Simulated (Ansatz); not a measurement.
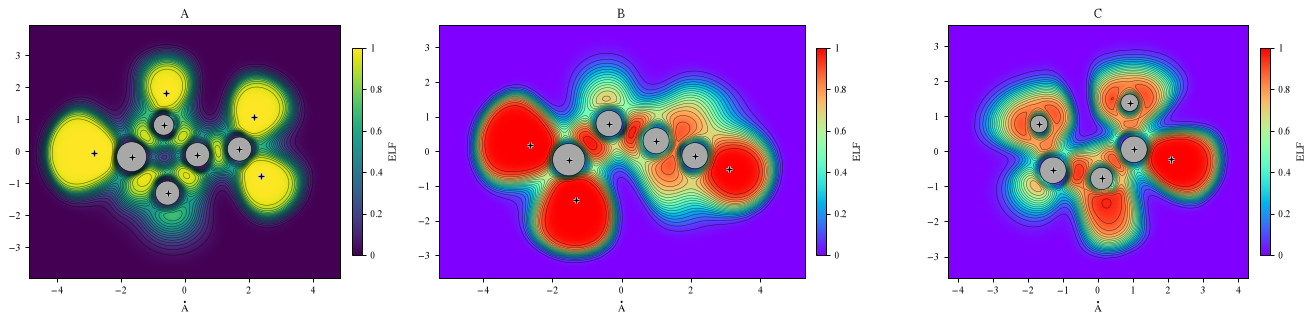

The ELF of 3 systems, each on a plane through atoms (crosses mark nuclei in the plane; grey discs cover the cores).

Level of theory: Ansatz, RKS PBE0-D4/def2-TZVPP.

System 1: C3H5B (SMILES BCC#C), the plane of atoms C2, B1 and H5. Geometry: PBE0-D4/def2-TZVP.

```yaml
atoms:
  - { symbol: B, position_ang: [-0.3968, 0.8934, -1.1550] }
  - { symbol: C, position_ang: [0.3068, -0.3299, -0.4854] }
  - { symbol: C, position_ang: [0.1735, -0.4902, 0.9477] }
  - { symbol: C, position_ang: [0.0517, -0.6065, 2.1363] }
  - { symbol: H, position_ang: [-0.2862, 1.0182, -2.3402] }
  - { symbol: H, position_ang: [-1.0266, 1.6906, -0.5285] }
  - { symbol: H, position_ang: [1.3692, -0.2806, -0.7715] }
  - { symbol: H, position_ang: [-0.0479, -1.2307, -1.0101] }
  - { symbol: H, position_ang: [-0.0552, -0.7107, 3.1897] }
```

System 2: C3H6BN (SMILES C=C1CBN1), the plane of atoms C3, B4 and N5. Geometry: PBE0-D4/def2-TZVP.

```xyz
11

C    -1.3622    1.1331    0.1709
C    -0.3459    0.3000    0.0005
C     0.4521   -0.6387    0.8939
B     1.2323   -0.9373   -0.4680
N     0.3981   -0.0269   -1.1469
H    -1.8089    1.2494    1.1490
H    -1.7692    1.7128   -0.6493
H    -0.1360   -1.4496    1.3280
H     1.0019   -0.1358    1.6919
H     2.1321   -1.6044   -0.8732
H     0.2708    0.3406   -2.0761
```

System 3: C2H3F2N, the plane of atoms N3, C4 and F5. Geometry: PBE0-D4/def2-TZVP.

| atom | x (Å) | y (Å) | z (Å) |
| --- | --- | --- | --- |
| F | -1.0980 | 1.5968 | -0.1444 |
| C | -0.7395 | 0.7296 | 0.8057 |
| N | 0.0019 | -0.2543 | 0.6693 |
| C | 0.6482 | -0.7081 | -0.4977 |
| F | 0.4334 | 0.0322 | -1.6410 |
| H | -1.1906 | 0.9930 | 1.7589 |
| H | 0.3104 | -1.7297 | -0.6983 |
| H | 1.7262 | -0.7165 | -0.3082 |

Question: Which map belongs to which system?

Answer: Panel A is system 2, C3H6BN: the plane holds C, B, N and H. C–C (1.33 Å): the ELF peaks at about 0.90 between the atoms; a short, multiple covalent bond. Panel B is system 1, C3H5B: the plane holds B, C and H. C–C (1.20 Å): the ELF peaks at about 0.85 between the atoms; a short, multiple covalent bond. Panel C is system 3, C2H3F2N: the plane holds F, C, N and H. C–N (1.24 Å): the ELF peaks at about 0.90 between the atoms (a short, multiple covalent bond).
